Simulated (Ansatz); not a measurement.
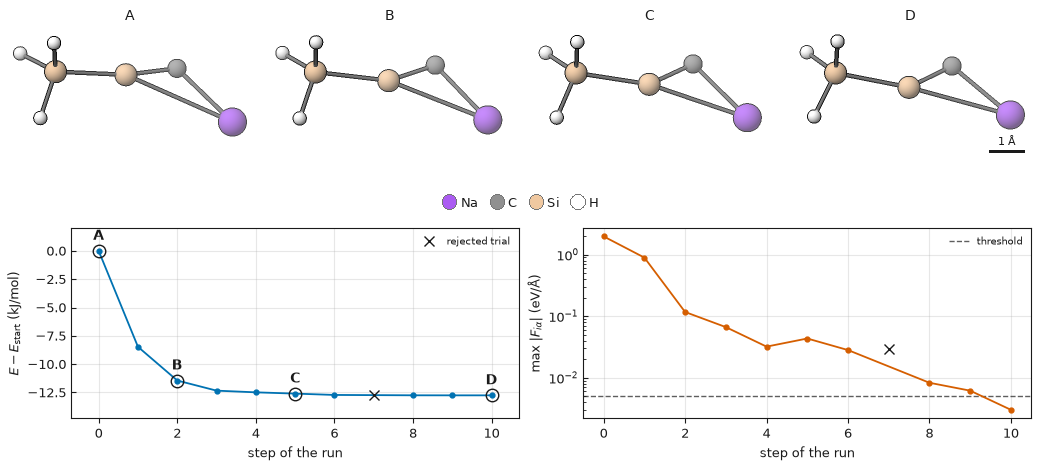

Frames of a relaxation of CH$_{3}$NaSi$_{2}$, marked on the history of the run. Style: ball-and-stick. Shown at a tilt.

Theory: RKS PBE0-D4/def2-TZVP (Ansatz). Settings: force threshold 0.005 eV/Å; at most 200 steps.

Describe the path.

The largest move after the best rigid fit is that of a Si atom, 0.40 Å. By element the largest moves are Si 0.40 Å, H 0.24 Å, Na 0.23 Å, C 0.16 Å. Near-neighbour distances that change, for instance: Na–Si 3.506 → 3.240 Å, Si–Si 2.261 → 2.332 Å, C–Si 1.704 → 1.676 Å, C–Na 2.259 → 2.233 Å. Bond angles that change, for instance: C–Si–Si 170.6° → 144.4°, Na–C–Si 123.8° → 111.2°, H–Si–H 106.5° → 109.3°. After 9 accepted moves (10 points after the start) the energy has fallen by 12.8 kJ/mol. The largest force component goes from 2 to 0.003 eV/Å. The line search rejected the trial step at point 7 of the run. From step 0 to 2: a Si atom moves most (0.20 Å), energy −11.4 kJ/mol. From step 2 to 5: a Si atom moves most (0.12 Å), energy −1.15 kJ/mol. From step 5 to 10: the Na atom moves most (0.14 Å), energy −0.15 kJ/mol.

```tsv
step	E − E(0), kJ/mol	largest force component, eV/Å	note
0	0.00	1.9791	
1	-8.47	0.8960	
2	-11.44	0.1171	
3	-12.34	0.0666	
4	-12.49	0.0321	
5	-12.60	0.0435	
6	-12.72	0.0282	
7	-12.71	0.0296	rejected
8	-12.75	0.0083	
9	-12.75	0.0062	
10	-12.75	0.0030
```
